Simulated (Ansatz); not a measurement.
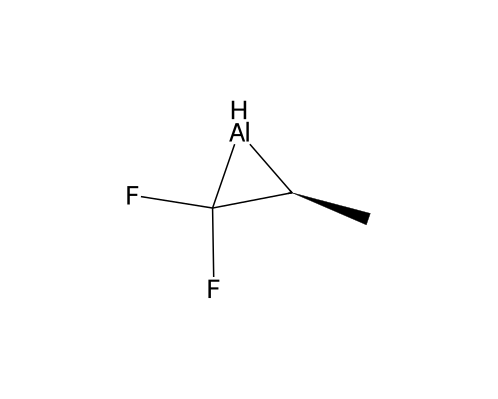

Structural formula above. Computed geometry: PBE0-D4/def2-TZVP optimisation. No frequency run is at hand to confirm it as a minimum.

Describe the 3D structure.

Formula C3H5AlF2. SMILES: `C[C@@H]1[AlH][C]1(F)F`. Among its groups: C–F bond. This geometry has C1 symmetry. Coordination, clear cases only: 1 C tetrahedral.

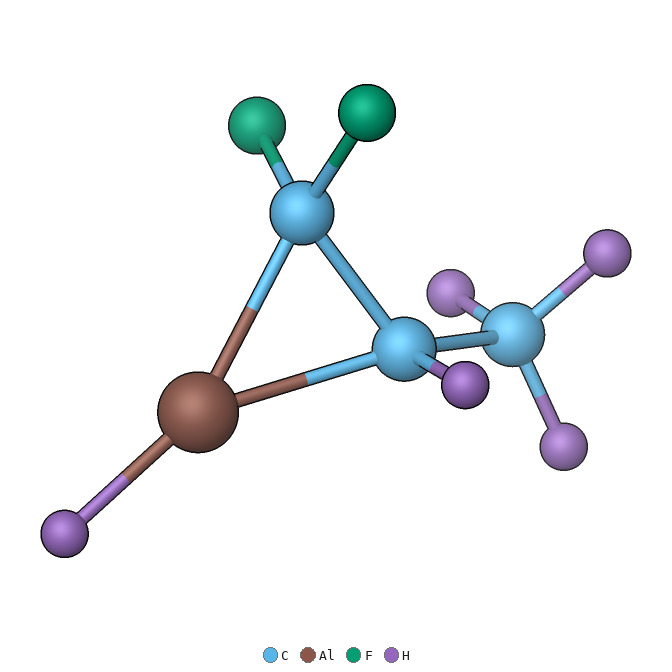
